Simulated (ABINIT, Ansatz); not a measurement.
**A GW run on Li2H6Pt (Fm-3m) in ABINIT, with inputs changed**

What do changed inputs do to GW on Li2H6Pt (Fm-3m)?

Calculated with ABINIT 10.8.3; LDA and many-body steps on it, plane waves.

## Step 1: Starting point

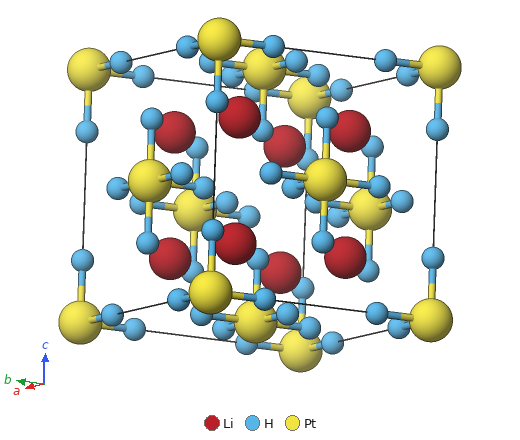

The cell as given, from a free direction (lithium red, hydrogen blue, platinum yellow). This picture shows the conventional cell, with its axes. Some periodic images of atoms are drawn too.

The cell and positions are those that the Materials Project relaxed with its own functionals (PBE, PBE+U or r2SCAN), kept fixed. Spin-orbit coupling is left out unless a step names it.

## Step 2: Screening, 4×4×4 mesh, 63 bands, screening to 114.3 eV

This step: ABINIT 10.8.3; RPA screening on LDA, plane waves, norm-conserving pseudopotentials.

The RPA dielectric matrix is built and inverted for each q.

File run.abi:

```
acell 3*1.0 Angstrom
rprim 
  -0.000000000000 3.324927160000 3.324927160000
  3.324927160000 0.000000000000 3.324927160000
  3.324927160000 3.324927160000 0.000000000000
ntypat 3
znucl 3 1 78
natom 9
typat 1 1 2 2 2 2 2 2 3
xred 
  0.750000000000 0.750000000000 0.750000000000
  0.250000000000 0.250000000000 0.250000000000
  0.754787880000 0.754787880000 0.245212120000
  0.245212120000 0.754787880000 0.245212120000
  0.754787880000 0.245212120000 0.245212120000
  0.245212120000 0.245212120000 0.754787880000
  0.754787880000 0.245212120000 0.754787880000
  0.245212120000 0.754787880000 0.754787880000
  0.000000000000 0.000000000000 0.000000000000
pp_dirpath "pseudos"
pseudos "Li.upf, H.upf, Pt.upf"
ecut 34
ngkpt 4 4 4
nshiftk 1
shiftk 0 0 0
kptopt 1
chksymbreak 0
istwfk *1
occopt 1
irdwfk 1
optdriver 3
nband 63
ecuteps 4.2
inclvkb 2
awtr 1
symchi 1
indata_prefix "in"
outdata_prefix "out"
tmpdata_prefix "tmp"
```

Run with:

```bash
$ OMP_NUM_THREADS=1 mpirun -n 4 abinit run.abi > log
```

What it wrote:

```text
.Version 10.8.3 of ABINIT. v10.8.2 released Aug 2026.

 Symmetries : space group Fm -3 m (#225); Bravais cF (face-center cubic)
[... echo of the input left out ...]
== DATASET  1 ==================================================================
-   mpi_nproc: 4, omp_nthreads: 1 (-1 if OMP is not activated)

--- !DatasetInfo
iteration_state: {dtset: 1, }
dimensions: {natom: 9, nkpt: 8, mband: 63, nsppol: 1, nspinor: 1, nspden: 1, mpw: 4723, }
cutoff_energies: {ecut:  34.0, pawecutdg:  -1.0, }
electrons: {nelect:   3.00000000E+01, charge:   0.00000000E+00, occopt:   1.00000000E+00, tsmear:   1.00000000E-02, }

 SCREENING: Calculation of the susceptibility and dielectric matrices

 Based on a program developped by R.W. Godby, V. Olevano, G. Onida, and L. Reining.
 Incorporated in ABINIT by V. Olevano, G.-M. Rignanese, and M. Torrent.
.Using double precision arithmetic ; gwpc =  8

[... cell and pseudopotentials left out ...]
--------------------------------------------------------------------------------

 ==== K-mesh for the wavefunctions ====
 Number of points in the irreducible wedge :     8
[... list of points left out ...]
 Together with 48 symmetry operations and time-reversal symmetry
 yields    64 points in the full Brillouin Zone.

 ==== Q-mesh for the screening function ====
 Number of points in the irreducible wedge :     8
[... list of points left out ...]
 Together with 48 symmetry operations and time-reversal symmetry
 yields    64 points in the full Brillouin Zone.

 setmesh: FFT mesh size selected  =    32x   32x   32
          total number of points  =        32768

 vcoul_init : cutoff-mode = AUXILIARY_FUNCTION
 q-points for optical limit:   1
     1)      0.000010    0.000020    0.000030

- screening: taking advantage of time-reversal symmetry
- Maximum band index for partially occupied states nbvw = 15
- Remaining bands to be divided among processors   nbcw = 48
- Number of bands treated by each node ~12

 Number of electrons calculated from density =   30.0000; Expected =   30.0000
 average of density, n =  0.060471
 r_s =    1.5805
 omega_plasma =   23.7208 [eV]

 calculating chi0 at frequencies [eV] :
  1    0.000000E+00    0.000000E+00
  2    0.000000E+00    2.372082E+01

--------------------------------------------------------------------------------
  q-point number  1        q = ( 0.000000, 0.000000, 0.000000) [r.l.u.]
--------------------------------------------------------------------------------
[... chi0 elements left out ...]
 For q-point:  0.000010 0.000020 0.000030
  dielectric constant =   4.2235
  dielectric constant without local fields =   5.1559

  Average fulfillment of the sum rule on Im[epsilon] for q-point    1 :     51.65  [%]
[... wings left out ...]
  q-point number  2        q = ( 0.250000, 0.000000, 0.000000) [r.l.u.]
--------------------------------------------------------------------------------
[... chi0 elements left out ...]
  Average fulfillment of the sum rule on Im[epsilon] for q-point    2 :     68.28  [%]

 [... 6 further q-points ...]
```

Elapsed: 22 s, on 4 MPI ranks of Arm Neoverse V1, shared host; peak memory 1 GiB; 87 s of CPU time.

This step gave:

```yaml
eps_infinity_with_local_fields_on_this_mesh_along_the_program_s_q_direction: 4.223
the_same_without_local_fields: 5.156
plasma_frequency: 23.72 eV
plane_waves_in_the_screening_matrix: 181
```

Local fields lower ε∞ by 18 %.

## Step 3: Base

The self-energy is evaluated for the states that the input lists, and the levels follow from it, in one-shot runs by the linearised quasiparticle equation.

This step: G0W0 on LDA, plane waves, norm-conserving pseudopotentials.

Edit run.abi of step 2 so:

```diff
@@ -30,8 +30,19 @@
 irdwfk 1
-optdriver 3
+optdriver 4
 nband 63
+gwcalctyp 0
+ecutsigx 34
+symsigma 1
+nkptgw 3
+kptgw 
+  -0.2500000000 0.2500000000 0.0000000000
+  0.5000000000 0.5000000000 0.0000000000
+  0.0000000000 0.0000000000 0.0000000000
+bdgw 
+  14 17
+  14 17
+  13 19
 ecuteps 4.2
-inclvkb 2
-awtr 1
-symchi 1
+irdscr 1
+ppmodel 1
 indata_prefix "in"
```

What it wrote:

```text
.Version 10.8.3 of ABINIT. v10.8.2 released Aug 2026.

 Symmetries : space group Fm -3 m (#225); Bravais cF (face-center cubic)
[... echo of the input left out ...]
== DATASET  1 ==================================================================
-   mpi_nproc: 4, omp_nthreads: 1 (-1 if OMP is not activated)

--- !DatasetInfo
iteration_state: {dtset: 1, }
dimensions: {natom: 9, nkpt: 8, mband: 63, nsppol: 1, nspinor: 1, nspden: 1, mpw: 4723, }
cutoff_energies: {ecut:  34.0, pawecutdg:  -1.0, }
electrons: {nelect:   3.00000000E+01, charge:   0.00000000E+00, occopt:   1.00000000E+00, tsmear:   1.00000000E-02, }

 SIGMA: Calculation of the GW corrections

 Based on a program developped by R.W. Godby, V. Olevano, G. Onida, and L. Reining.
 Incorporated in ABINIT by V. Olevano, G.-M. Rignanese, and M. Torrent.
.Using double precision arithmetic ; gwpc =  8

[... cell and pseudopotentials left out ...]
--------------------------------------------------------------------------------

 ==== K-mesh for the wavefunctions ====
 Number of points in the irreducible wedge :     8
[... list of points left out ...]
 Together with 48 symmetry operations and time-reversal symmetry
 yields    64 points in the full Brillouin Zone.

 ==== Q-mesh for screening function ====
 Number of points in the irreducible wedge :     8
[... list of points left out ...]
 Together with 48 symmetry operations and time-reversal symmetry
 yields    64 points in the full Brillouin Zone.

 vcoul_init : cutoff-mode = AUXILIARY_FUNCTION
 q-points for optical limit:   1
     1)      0.000010    0.000020    0.000030
 setmesh: FFT mesh size selected  =    48x   48x   48
          total number of points  =       110592

 Number of electrons calculated from density =   30.0000; Expected =   30.0000
 average of density, n =  0.060471
 r_s =    1.5805
 omega_plasma =   23.7208 [eV]

 === KS Band Gaps ===
  >>>> For spin  1
   Minimum direct gap =   4.3344 [eV], located at k-point      :   0.5000  0.5000  0.0000
   Fundamental gap    =   2.7574 [eV], Top of valence bands at :  -0.2500  0.2500  0.0000
                                       Bottom of conduction at :   0.5000  0.5000  0.0000
 SIGMA fundamental parameters:
 PLASMON POLE MODEL  1
 number of plane-waves for SigmaX                 4693
 number of plane-waves for SigmaC and W            181
 number of plane-waves for wavefunctions          4693
 number of bands                                    63
 number of independent spin polarizations            1
 number of spinorial components                      1
 number of k-points in IBZ                           8
 number of q-points in IBZ                           8
 number of symmetry operations                      48
 number of k-points in BZ                           64
 number of q-points in BZ                           64
 number of frequencies for dSigma/dE                 9
 frequency step for dSigma/dE [eV]                0.25
 number of omega for Sigma on real axis              0
 max omega for Sigma on real axis  [eV]           0.00
 zcut for avoiding poles [eV]                     0.10

 EPSILON^-1 parameters (SCR file):
 dimension of the eps^-1 matrix on file            181
 dimension of the eps^-1 matrix used               181
 number of plane-waves for wavefunctions          4693
 number of bands                                    63
 number of q-points in IBZ                           8
 number of frequencies                               2
 number of real frequencies                          1
 number of imag frequencies                          1

 matrix elements of self-energy operator (all in [eV])

 Perturbative Calculation

--- !SelfEnergy_ee
iteration_state: {dtset: 1, }
kpoint     : [  -0.250,    0.250,    0.000, ]
spin       : 1
KS_gap     :    5.309
QP_gap     :    7.298
Delta_QP_KS:    1.990
data: !SigmaeeData |
     Band     E0 <VxcDFT>   SigX SigC(E0)      Z dSigC/dE  Sig(E)    E-E0       E
       14   0.295 -14.786 -18.648   3.083   0.800  -0.250 -15.410  -0.624  -0.328
       15   1.410 -12.321 -15.301   2.100   0.812  -0.231 -13.036  -0.715   0.695
       16   6.719 -12.843  -8.443  -2.853   0.824  -0.213 -11.568   1.275   7.994
       17   6.814 -13.436  -8.908  -2.863   0.820  -0.219 -12.070   1.365   8.179

--- !SelfEnergy_ee
iteration_state: {dtset: 1, }
kpoint     : [   0.500,    0.500,    0.000, ]
spin       : 1
KS_gap     :    4.334
QP_gap     :    6.486
Delta_QP_KS:    2.151
data: !SigmaeeData |
     Band     E0 <VxcDFT>   SigX SigC(E0)      Z dSigC/dE  Sig(E)    E-E0       E
       14  -0.167 -11.272 -14.761   2.404   0.805  -0.243 -12.145  -0.873  -1.040
       15  -0.167 -11.272 -14.761   2.404   0.805  -0.243 -12.145  -0.873  -1.040
[...]
--- !SelfEnergy_ee
iteration_state: {dtset: 1, }
kpoint     : [   0.000,    0.000,    0.000, ]
spin       : 1
KS_gap     :    6.656
QP_gap     :    8.768
Delta_QP_KS:    2.112
data: !SigmaeeData |
     Band     E0 <VxcDFT>   SigX SigC(E0)      Z dSigC/dE  Sig(E)    E-E0       E
[...]
17   8.657 -10.863  -6.051  -3.238   0.834  -0.199  -9.550   1.312   9.969
       18   8.657 -10.863  -6.051  -3.238   0.834  -0.199  -9.550   1.312   9.969
       19   8.657 -10.863  -6.051  -3.238   0.834  -0.199  -9.550   1.312   9.969

== END DATASET(S) ==============================================================
================================================================================

 -outvars: echo values of variables after computation  --------
           etotal      0.0000000000E+00
            nband          63
             nkpt           8
          spgroup         225
 [... the other variables as echoed above ...]

 Calculation completed.
```

The job ended after 11 s (4 MPI ranks; peak memory 0.92 GiB; 43 s of CPU time).

This step gave:

```
G0W0 gap on the points computed              : 4.751 eV
starting gap on the mesh                     : 2.757 eV
k of the valence top                         : -0.25, 0.25, 0
k of the conduction bottom                   : 0.5, 0.5, 0
Z at the valence top                         : 0.812
Z at the conduction bottom                   : 0.827
least direct G0W0 gap on the computed points : 6.486 eV
```

The gap on the mesh goes from 2.76 eV to 4.75 eV, a correction of +1.99 eV.

## Step 4: No symmetry in the self-energy

Edit run.abi of step 3 so:

```diff
@@ -34,3 +34,3 @@
 ecutsigx 34
-symsigma 1
+symsigma 0
 nkptgw 3
```

What it wrote:

```text
.Version 10.8.3 of ABINIT. v10.8.2 released Aug 2026.

 Symmetries : space group Fm -3 m (#225); Bravais cF (face-center cubic)
[... echo of the input left out ...]
== DATASET  1 ==================================================================
-   mpi_nproc: 4, omp_nthreads: 1 (-1 if OMP is not activated)

--- !DatasetInfo
iteration_state: {dtset: 1, }
dimensions: {natom: 9, nkpt: 8, mband: 63, nsppol: 1, nspinor: 1, nspden: 1, mpw: 4723, }
cutoff_energies: {ecut:  34.0, pawecutdg:  -1.0, }
electrons: {nelect:   3.00000000E+01, charge:   0.00000000E+00, occopt:   1.00000000E+00, tsmear:   1.00000000E-02, }

 SIGMA: Calculation of the GW corrections

 Based on a program developped by R.W. Godby, V. Olevano, G. Onida, and L. Reining.
 Incorporated in ABINIT by V. Olevano, G.-M. Rignanese, and M. Torrent.
.Using double precision arithmetic ; gwpc =  8

[... cell and pseudopotentials left out ...]
--------------------------------------------------------------------------------

 ==== K-mesh for the wavefunctions ====
 Number of points in the irreducible wedge :     8
[... list of points left out ...]
 Together with 48 symmetry operations and time-reversal symmetry
 yields    64 points in the full Brillouin Zone.

 ==== Q-mesh for screening function ====
 Number of points in the irreducible wedge :     8
[... list of points left out ...]
 Together with 48 symmetry operations and time-reversal symmetry
 yields    64 points in the full Brillouin Zone.

 vcoul_init : cutoff-mode = AUXILIARY_FUNCTION
 q-points for optical limit:   1
     1)      0.000010    0.000020    0.000030
 setmesh: FFT mesh size selected  =    48x   48x   48
          total number of points  =       110592

 Number of electrons calculated from density =   30.0000; Expected =   30.0000
[...]
number of plane-waves for wavefunctions          4693
 number of bands                                    63
 number of q-points in IBZ                           8
 number of frequencies                               2
 number of real frequencies                          1
 number of imag frequencies                          1

 matrix elements of self-energy operator (all in [eV])

 Perturbative Calculation

--- !SelfEnergy_ee
iteration_state: {dtset: 1, }
kpoint     : [  -0.250,    0.250,    0.000, ]
spin       : 1
KS_gap     :    5.309
QP_gap     :    7.298
Delta_QP_KS:    1.990
data: !SigmaeeData |
     Band     E0 <VxcDFT>   SigX SigC(E0)      Z dSigC/dE  Sig(E)    E-E0       E
       14   0.295 -14.786 -18.648   3.083   0.800  -0.250 -15.410  -0.624  -0.328
       15   1.410 -12.321 -15.301   2.100   0.812  -0.231 -13.036  -0.715   0.695
       16   6.719 -12.843  -8.443  -2.853   0.824  -0.213 -11.568   1.275   7.994
[...]
--- !SelfEnergy_ee
iteration_state: {dtset: 1, }
kpoint     : [   0.500,    0.500,    0.000, ]
spin       : 1
KS_gap     :    4.334
QP_gap     :    6.486
Delta_QP_KS:    2.151
data: !SigmaeeData |
     Band     E0 <VxcDFT>   SigX SigC(E0)      Z dSigC/dE  Sig(E)    E-E0       E
[...]
--- !SelfEnergy_ee
iteration_state: {dtset: 1, }
kpoint     : [   0.000,    0.000,    0.000, ]
spin       : 1
KS_gap     :    6.656
QP_gap     :    8.767
Delta_QP_KS:    2.111
data: !SigmaeeData |
     Band     E0 <VxcDFT>   SigX SigC(E0)      Z dSigC/dE  Sig(E)    E-E0       E
[...]
18   8.657 -10.863  -6.051  -3.238   0.834  -0.199  -9.550   1.312   9.969
       19   8.657 -10.863  -6.051  -3.238   0.834  -0.199  -9.550   1.312   9.969

== END DATASET(S) ==============================================================
================================================================================

 -outvars: echo values of variables after computation  --------
           etotal      0.0000000000E+00
            nband          63
             nkpt           8
          spgroup         225
 [... the other variables as echoed above ...]

 Calculation completed.
```

Run time: 39 s. Hardware: 4 MPI ranks; peak memory 0.99 GiB; 2.6 min of CPU time.

This step gave:

| Property | Result |
| --- | --- |
| G0W0 gap on the points computed | 4.751 eV |
| starting gap on the mesh | 2.757 eV |
| k of the valence top | -0.25, 0.25, 0 |
| k of the conduction bottom | 0.5, 0.5, 0 |
| Z at the valence top | 0.812 |
| Z at the conduction bottom | 0.827 |
| least direct G0W0 gap on the computed points | 6.486 eV |

Against G0W0 in ABINIT (4×4×4 mesh, 63 bands, screening to 114.3 eV, Godby-Needs plasmon pole), the gap moves by +0.000 eV.

(Continued in part 2 of 2.)

[Paths, hosts, dates, memory and timing lines, banners, echoed tables and standing remarks are left out of the program output.]

[Logs are printed without paths, hosts, clocks, repeated set-up lines and the standing remarks that a program may print on its own settings, such as how far it seeks lower states.]

[Runs of the session that timed out or met a known fault of the program may be left out.]

[Hosts, paths, dates, database ids (printed as entryN), source tags and the programs' standing remarks are cut or masked in the printed files.]

[G0W0 gaps are taken among the corrected bands and points alone; a level outside them can change the order at an edge.]

[Where Ansatz stands beside ABINIT at settings called matched, ABINIT's density can come from a denser mesh and the files from another edition; pairs whose starting gaps differed by over 0.03 eV were left out, so agreement reads better than it is.]
